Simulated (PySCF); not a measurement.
H3FSiSn, SMILES [SiH3][Sn][F], singlet at its PBE0/def2-SVP optimised geometry (Å):

```
6

Sn    -0.2868    -1.6442     0.0000
F      1.6787    -1.6442     0.0000
Si    -0.3034     1.0441     0.0000
H      0.4172     1.5589    -1.2105
H      0.4179     1.5575     1.2107
H     -1.6787     1.6442     0.0007
```

Level of theory: PBE0/def2-TZVP, def2 effective core potentials past Kr (PySCF 2.14.0). The core electrons that the potentials of Sn replace are not part of the density.

Map of the log10 of the electron density (e/bohr³), floored at −4 on the plane z = 1.2 Å:

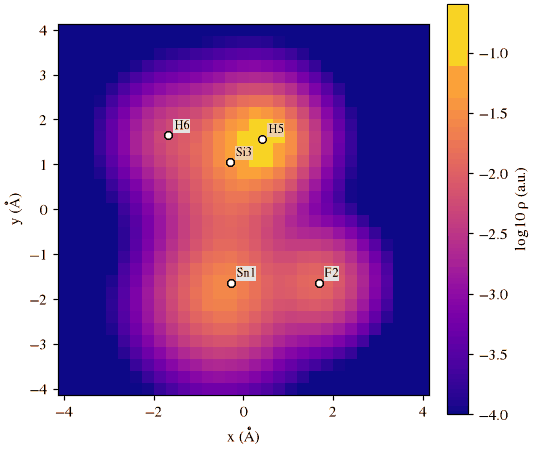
Figure. Log10 of the electron density (e/bohr³), floored at −4 on the plane z = 1.2 Å.
